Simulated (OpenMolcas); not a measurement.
How basis sets differ on AlPH6 (SMILES [AlH3-][PH3+])

The species is AlPH6 (8 atoms), meant as a singlet with charge 0. As SMILES, `[AlH3-][PH3+]`. The shape comes from GFN2-xTB, which is rough for such elements, and wasn't checked as a minimum.

Quantity: the dipole moment, in D. The values are calculated.

| level | kind | program | value (D) |
| --- | --- | --- | --- |
| HF/STO-3G | Hartree–Fock | OpenMolcas | 3.85 |
| HF/3-21G | Hartree–Fock | OpenMolcas | 4.14 |
| HF/ANO-R1 (sfX2C) | Hartree–Fock | OpenMolcas | 4.49 |
| HF/def2-SVP | Hartree–Fock | OpenMolcas | 4.26 |

The values span 3.85 to 4.49 D. Sets without polarisation functions give poor dipoles.

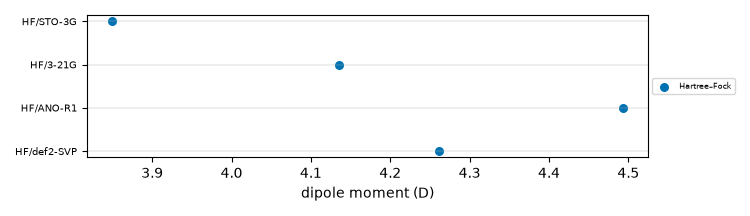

The values of the table, level by level.
